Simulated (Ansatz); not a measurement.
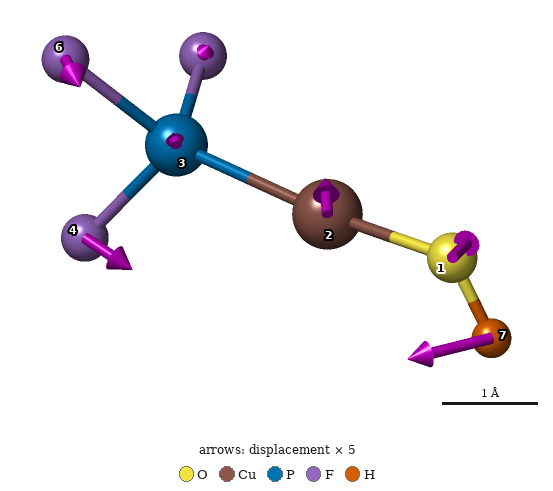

A relaxation of CuPHOF₃. The starting structure is drawn; purple arrows show the displacements, 5 times their true length. The two geometries are superimposed by the best rigid fit.

A ball-and-stick model, seen from a free direction.

The start comes from GFN2-xTB.

Level of theory: Ansatz, RKS PBE0-D4/def2-TZVP.

Input file:
```yaml
crystal:
  periodic: [false, false, false]
  atoms:
    - {symbol: O, position_ang: [1.228300, -2.448720, 0.363680]}
    - {symbol: Cu, position_ang: [0.431720, -0.902180, 0.138330]}
    - {symbol: P, position_ang: [-0.403370, 1.054420, -0.025250]}
    - {symbol: F, position_ang: [-1.882790, 1.294590, -0.543030]}
    - {symbol: F, position_ang: [0.239520, 2.150840, -0.974570]}
    - {symbol: F, position_ang: [-0.537230, 2.028130, 1.216750]}
    - {symbol: H, position_ang: [0.923860, -3.177080, -0.175910]}
basis:
  gaussian: {orbitals: def2-TZVP}
hamiltonian: {xc: pbe0, dispersion: d4}
relax: {f_tol: 0.005, max_steps: 150}
```

Command:
```bash
ansatz run in.yaml --threads 4 --pin off --events-out ev --progress --plain --max-ram 10444MiB
```

Which element moves most?

Hydrogen: up to 0.20 Å, against 0.14 Å for oxygen.

What happened in the run?

The atom that moves furthest after the best rigid fit is H7 (0.20 Å). Largest moves by element: H 0.20 Å, O 0.14 Å, F 0.13 Å, Cu 0.10 Å, P 0.04 Å. Some distances before and after: Cu2–P3 2.134 → 2.093 Å, P3–F4 1.586 → 1.549 Å, P3–F6 1.584 → 1.549 Å, O1–Cu2 1.754 → 1.772 Å. Among the angles between lasting bonds that change: F4–P3–F5 94.5° → 99.4°, F4–P3–F6 94.8° → 99.5°, Cu2–P3–F4 121.9° → 117.3°. Over 19 accepted moves (21 points after the start) the energy falls by 18.7 kJ/mol. The largest force component goes from 2.9 to 0.0039 eV/Å. The line search rejected the trial steps at points 7, 8 of the run. The forces were under the threshold at step 9, but the run went on from there.
